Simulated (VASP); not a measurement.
Band structure of MoSeS. All values below come from LDA (Ceperley-Alder, Perdew-Zunger), VASP's LDA PAW potentials (set 64) (plane waves; VASP).

The cell holds a wide vacuum, so values per volume refer to the whole cell.

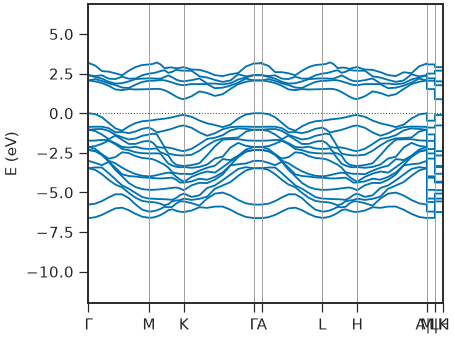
Bands along high-symmetry lines, zero at the valence-band maximum or, without a gap, the Fermi level

Q: Read the plot: is there a gap, and where are the band edges?

A: The gap is indirect, 0.89 eV, from the valence maximum at Γ to the conduction minimum at K. (Edges off the drawn lines would not show.)

The cell is a sheet with vacuum, built from a database entry that may be metastable or hypothetical.
